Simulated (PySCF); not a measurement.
C$_{3}$H$_{3}$F, SMILES `FC1C=C1`.

Method: B3LYP/6-311+G**; geometry: GFN2-xTB; program: PySCF. No frequency check shows the geometry to be a minimum.

Coordinates in Å:

```
F1      -1.3963    0.0000   -0.2795
C2      -0.2326   -0.0001    0.4709
C3       0.9683   -0.6534   -0.0946
C4       0.9683    0.6534   -0.0945
H5      -0.5044   -0.0001    1.5196
H6       1.4236   -1.5787   -0.3476
H7       1.4236    1.5788   -0.3475
```

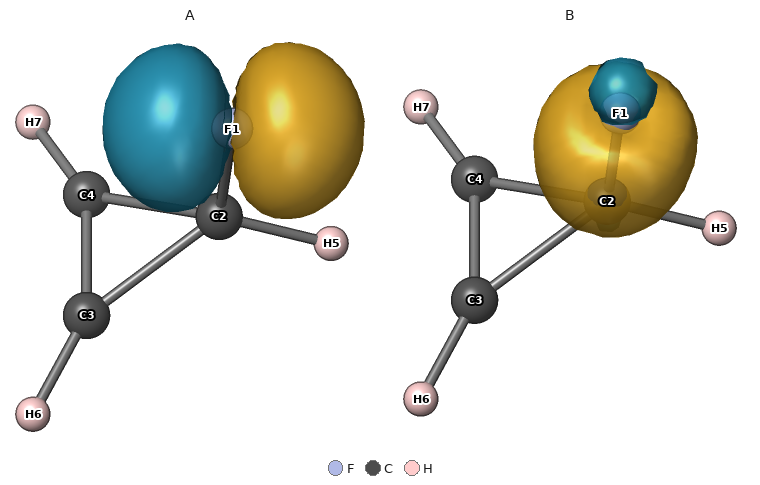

Pipek–Mezey orbitals, occupied; each surface holds about 85 % of the orbital's density. Energies are diagonal elements of the Fock matrix.

**Name the orbitals, with their atomic make-up and energies.**

By panel:
- A: lone pair on F1 (p-type) (F1 98 %; −11.0 eV)
- B: σ bond F1–C2 (F1 70 %, C2 29 %; −22.3 eV)

The PySCF run took 4.8 s on 1 thread of Intel(R) Xeon(R) 6975P-C (Granite Rapids), on a shared host, peak memory 0.43 GiB.
